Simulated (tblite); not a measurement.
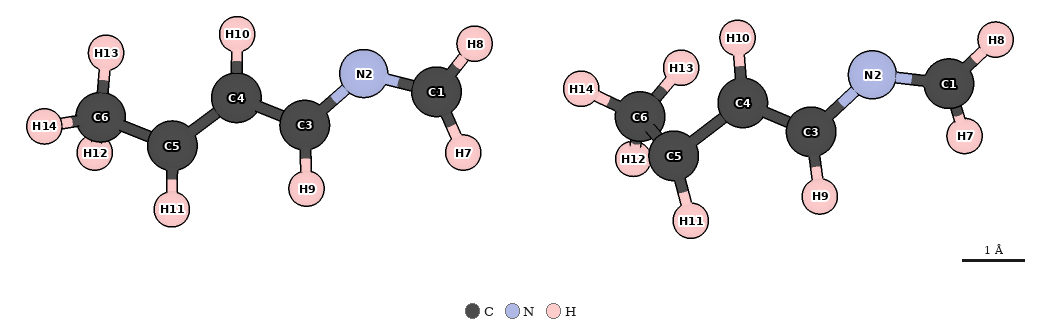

Two geometries of C5H8N (multiplicity 2), drawn at one scale. One is the start of a relaxation, the other its converged end. The picture is a ball-and-stick view, seen at a tilt.

Computed with GFN2-xTB geometry optimisation, gas phase in tblite. 

**Which of the two is the end point?**

The left one is the relaxed one. The energy falls by 30.3 kcal/mol in 85 geometry steps. The atom that moves furthest after the best rigid fit is H13 (0.94 Å). By element the largest moves are H 0.94 Å, C 0.53 Å, N 0.38 Å. Among the contacts that change: C4–C5 1.484 → 1.353 Å, N2–C3 1.415 → 1.323 Å, C3–C4 1.338 → 1.406 Å, C5–C6 1.520 → 1.485 Å. Among the angles between lasting bonds that change: C4–C5–C6 105.4° → 124.3°, N2–C1–H7 116.9° → 124.0°, C4–C5–H11 113.6° → 119.5°. Groups turn about N2–C3 by about 30°.
